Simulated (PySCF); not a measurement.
System: C₄H₁₂BP (SMILES CB(P)C(C)C).

```xyz
18

C     1.2861    1.7192   -0.6956
B     0.7869    0.3256   -0.1547
P     2.0192   -0.8675    0.6351
C    -0.7253   -0.1186   -0.3899
C    -0.8894   -1.6073   -0.7122
C    -1.5419    0.2259    0.8684
H     1.6846    1.5714   -1.7016
H     0.4886    2.4543   -0.7865
H     2.0916    2.1620   -0.1112
H     2.7301    0.0352    1.4039
H     1.2470   -1.3260    1.6849
H    -1.1669    0.4488   -1.2181
H    -1.9404   -1.8596   -0.8470
H    -0.3537   -1.8603   -1.6250
H    -0.4909   -2.2224    0.0941
H    -2.5888   -0.0339    0.7241
H    -1.4767    1.2886    1.0918
H    -1.1688   -0.3290    1.7278
```

Geometry: GFN2-xTB.

Theory: PBE0/pcSseg-1, SCF density, gas phase, non-relativistic (PySCF 2.14.0).

### Predict the electron density and electron localisation function between the atoms.

C–B (1.58 Å): ρ at the midpoint is about 1.4 e/Å³; the ELF peaks at about 1 between the atoms, as expected for localised, covalent bonding.
B–P (1.89 Å): the density is about 1 e/Å³ at the midpoint; the ELF peaks at about 0.95 between the atoms, as expected for a shared electron pair.

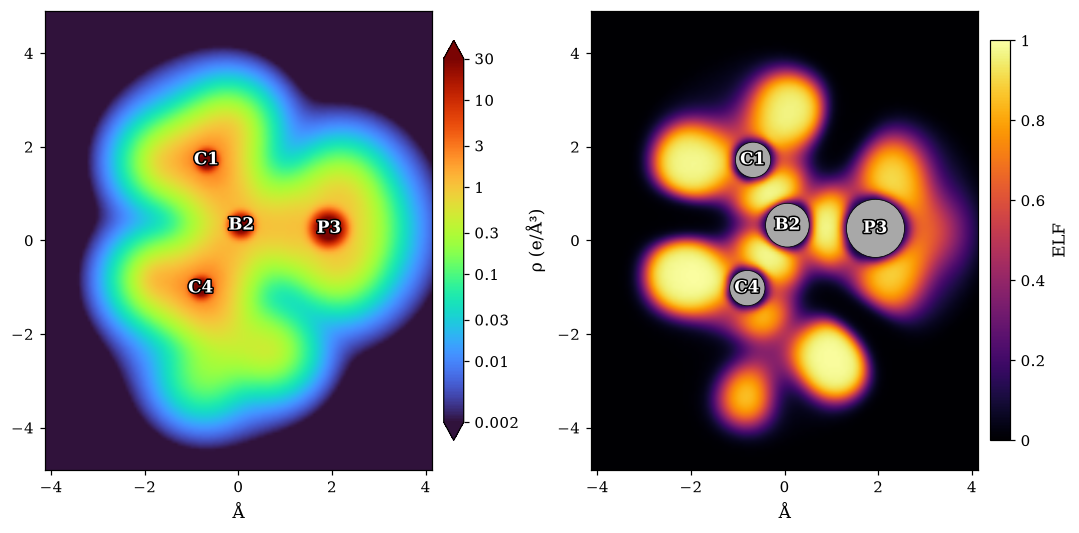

Computed electron density and electron localisation function on the plane of atoms C1, B2 and C4, in this order. Grey discs cover the atomic cores in the ELF map. 
